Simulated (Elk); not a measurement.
Band structure of Al₃Cu (P4/mmm, 4 atoms in the cell).

```yaml
crystal:
  lattice:
    - [2.79897, 0.00000, 0.00000]
    - [0.00000, 2.79897, 0.00000]
    - [0.00000, 0.00000, 7.56900]
  atoms:
    - { symbol: Al, position: [0.00000, 0.00000, 0.50000] }
    - { symbol: Al, position: [0.50000, 0.50000, 0.22612] }
    - { symbol: Al, position: [0.50000, 0.50000, 0.77388] }
    - { symbol: Cu, position: [0.00000, 0.00000, 0.00000] }
```

Method of the run: LDA (PW92), all-electron FP-LAPW, Elk's shipped species files, APW+lo basis with extra local orbitals (Elk).

Settings: xctype = 3; rgkmax = 8; stype = 3; swidth = 0.00367493 Ha; ngridk = 15 15 6; gmaxvr = 16 1/bohr; nxlo = 2; lorbcnd = true; lmaxi = 2.

The starting cell comes from a database of computed structures (which also holds hypothetical and non-ambient phases and stackings), without a prior relaxation at this level. Its lattice was rescaled by a random factor within 2.5 % of one. Spin polarisation is off. Values depend on the basis (sphere radii, cutoffs, local orbitals), which need not be converged.

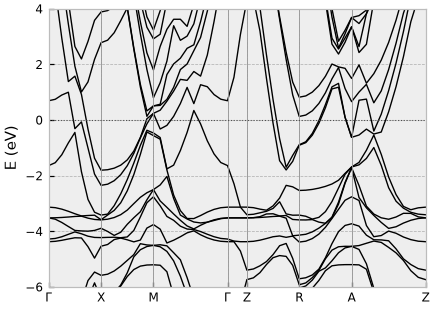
Figure. Bands along the path, energies from the Fermi level.

Levels in eV from the Fermi level, bands 18 to 25:
```tsv
point	18	19	20	21	22	23	24	25
Γ	-3.52	-3.52	-3.13	-1.64	0.69	6.31	6.40	6.40
X	-3.90	-3.59	-3.59	-3.42	-2.35	-1.81	2.78	3.88
M	-2.50	-2.50	-0.56	-0.47	0.24	0.24	0.51	0.51
Z	-3.52	-3.52	-3.41	-3.13	4.30	5.79	6.30	6.90
R	-4.14	-3.59	-3.42	-2.53	-0.91	-0.89	0.13	0.82
A	-1.71	-1.71	-1.69	-1.69	-0.62	-0.62	0.66	1.49
```

Bands cross the Fermi level along this path, so the cell is metallic at this level.
